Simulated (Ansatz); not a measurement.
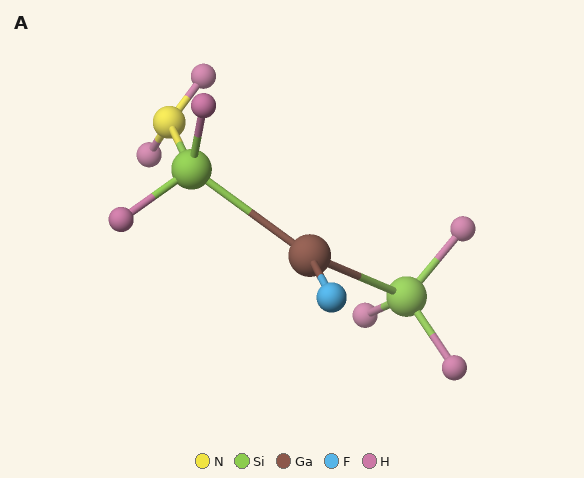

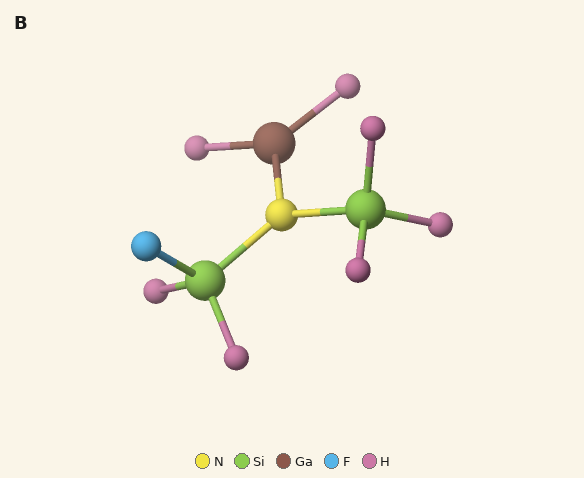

2 stationary structures of one formula. Geometries: PBE0-D4/def2-TZVP. Electronic energies: CCSD(T)/CBS (MP2 limit from def2-TZVPP and def2-QZVPP plus CCSD(T) − MP2) (Ansatz 0.2.0), without zero-point energy. No frequency run is at hand to confirm each as a minimum. Each is one conformer, not always the lowest.

Question: How are they related?

Answer: They are constitutional isomers of FGaH7NSi2: A `N[SiH2][Ga]([F])[SiH3]`, B `F[SiH2][N]([SiH3])[GaH2]`.

Question: Rank them by energy, lowest first.

Answer: B is lowest; A lies 1.549 eV above it.
